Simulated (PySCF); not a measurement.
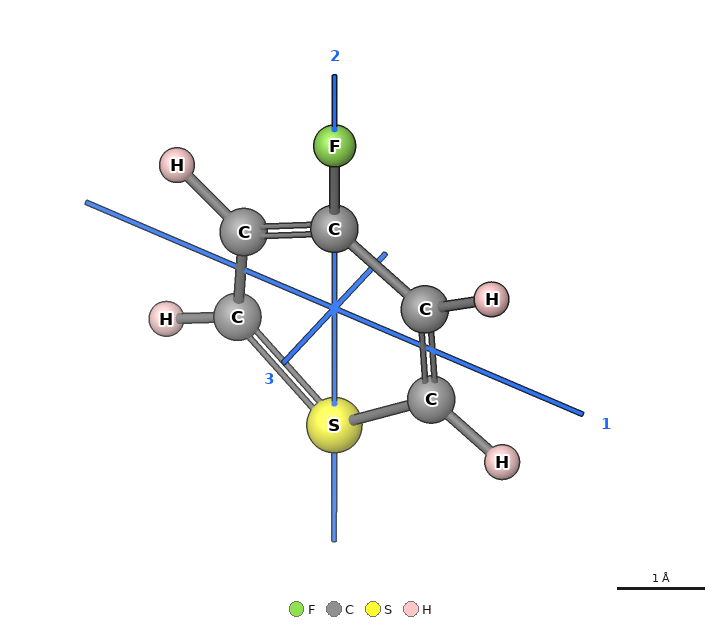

The three principal axes of inertia are drawn and numbered. Atoms fade into the background with distance from the viewer. State: charge +1, singlet. Computed geometry: PBE0-D3(BJ)/def2-SVP optimisation. No frequency run is at hand to confirm it as a minimum. Masses are those of the most abundant isotopes; constants are for the rigid equilibrium geometry.

Which line is the a axis (least moment of inertia), which b and which c?

Answer. a is line 2, b is line 1, c is line 3; the moments are 98.8, 278, 377 u Å².

What kind of rotor is it, and what are its rotational constants in cm⁻¹?

Answer. An asymmetric top (C2v): A = 0.171, B = 0.0606, C = 0.0447 cm⁻¹. Ray's parameter κ is −0.75, nearer the prolate limit.
